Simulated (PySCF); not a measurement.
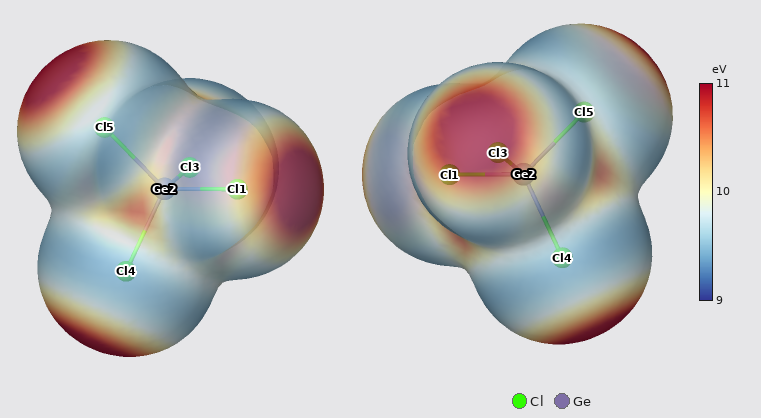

Cl4Ge, SMILES `Cl[Ge](Cl)(Cl)Cl`. Average local ionisation energy on the surface of electron density 0.001 a.u. (back view left, front view right).

Level of theory: PBE/def2-TZVP (PySCF), at a geometry from GFN2-xTB. No frequency check shows the geometry to be a minimum. GFN2-xTB bond lengths at metals and heavier atoms can be off by up to 0.1 Å and shapes distorted, which carries into these values.

Input

```python
import numpy as np
from pyscf import gto, scf, dft
from pyscf.scf import atom_ks, atom_hf
from scipy.linalg import block_diag

def solve(mol, dm0=None, hcore=None):
    mf = (dft.UKS if mol.spin else dft.RKS)(mol, xc='pbe')
    mf.grids.level = 3
    mf = mf.density_fit(auxbasis='def2-universal-jkfit')
    mf.conv_tol, mf.max_cycle = 1e-8, 80
    if hcore is not None:
        mf.get_hcore = lambda *args: hcore
    mf.kernel(dm0)
    if not mf.converged:
        mf = mf.newton().run(mf.mo_coeff, mf.mo_occ, max_cycle=30)
    assert mf.converged, 'SCF not converged'
    return mf

mol = gto.M(atom='''
Cl     1.22826     0.67457     1.60045
Ge    -0.00022     0.00027     0.00032
Cl     1.22873    -0.67433    -1.60059
Cl    -1.22801    -1.60119     0.67410
Cl    -1.22857     1.60045    -0.67456
''', basis='def2-tzvp', charge=0, spin=0, verbose=4)
mf = solve(mol)
mf.analyze()
# spherically averaged free atoms, for the promolecule
atm = atom_ks.get_atm_nrks(mol, xc='pbe')
pro = block_diag(*[(atm[a[0]][2] * atm[a[0]][3]) @ atm[a[0]][2].T for a in mol._atom])
np.savez('result.npz', e=mf.e_tot, c=mf.mo_coeff, occ=mf.mo_occ, eps=mf.mo_energy, pro=pro, dip=mf.dip_moment(verbose=0), s2=mf.spin_square()[0])
```

Run with:

```sh
OMP_NUM_THREADS=1 python input.py
```

The run took 29 s on 1 thread of AMD EPYC 7R43 64-Core Processor (Zen 3) (shared host), peak memory 0.65 GiB.

Partitions, critical points and surface values were worked out afterwards from this run's density.

Locate the minima of the map.

The lowest value is 9.4 eV, 2.1 Å from Cl3, and at like points elsewhere. For comparison, the highest occupied orbital lies at −8.2 eV.
